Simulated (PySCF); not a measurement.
Potential energy curve for SMILES C[SiH3]. The C1–Si5 bond (C1 also carries H, H, H; Si5 carries H, H, H) is stretched with both fragments frozen at the PBE0/def2-TZVP optimised geometry.

Levels: RKS-BHandHLYP = PySCF with restricted BHandHLYP/def2-TZVP; RHF/def2-TZVP (PySCF); UHF/def2-TZVP (PySCF).

Magnitude of the dipole moment (D; its direction can reverse along the curve, and a method can change to another solution) and Mulliken charge of the fragment that holds C1:

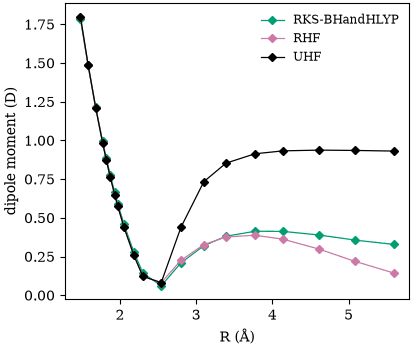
Figure: Dipole moment against bond length.

| R / Å | μ RKS-BHandHLYP | q RKS-BHandHLYP | μ RHF | q RHF | μ UHF | q UHF |
|---|---|---|---|---|---|---|
| 1.48 | 1.78 | 0.19 | 1.80 | 0.10 | 1.80 | 0.10 |
| 1.58 | 1.49 | 0.09 | 1.49 | 0.01 | 1.49 | 0.01 |
| 1.68 | 1.22 | 0.00 | 1.21 | -0.06 | 1.21 | -0.06 |
| 1.77 | 1.00 | -0.06 | 0.99 | -0.10 | 0.99 | -0.10 |
| 1.82 | 0.88 | -0.08 | 0.87 | -0.12 | 0.87 | -0.12 |
| 1.87 | 0.78 | -0.10 | 0.77 | -0.14 | 0.77 | -0.14 |
| 1.93 | 0.66 | -0.12 | 0.65 | -0.15 | 0.65 | -0.15 |
| 1.97 | 0.59 | -0.13 | 0.57 | -0.15 | 0.57 | -0.15 |
| 2.05 | 0.46 | -0.14 | 0.44 | -0.15 | 0.44 | -0.15 |
| 2.18 | 0.28 | -0.15 | 0.26 | -0.15 | 0.26 | -0.15 |
| 2.30 | 0.14 | -0.15 | 0.12 | -0.15 | 0.12 | -0.15 |
| 2.54 | 0.06 | -0.15 | 0.08 | -0.15 | 0.08 | -0.15 |
| 2.80 | 0.21 | -0.15 | 0.23 | -0.15 | 0.44 | -0.07 |
| 3.10 | 0.32 | -0.13 | 0.33 | -0.14 | 0.73 | -0.03 |
| 3.39 | 0.38 | -0.12 | 0.38 | -0.12 | 0.85 | -0.02 |
| 3.77 | 0.41 | -0.10 | 0.39 | -0.10 | 0.91 | -0.01 |
| 4.14 | 0.41 | -0.08 | 0.36 | -0.08 | 0.93 | 0.00 |
| 4.61 | 0.39 | -0.07 | 0.30 | -0.06 | 0.94 | 0.00 |
| 5.09 | 0.36 | -0.06 | 0.22 | -0.05 | 0.94 | 0.00 |
| 5.59 | 0.33 | -0.05 | 0.14 | -0.05 | 0.93 | 0.00 |

The restricted form behind RKS-BHandHLYP, RHF keeps the bonding electrons paired and can't separate into open-shell fragments. The unrestricted determinant behind UHF is spin-contaminated at 2.80 to 5.59 Å (<S²> up to 1.0, against 0.00 for a pure singlet).
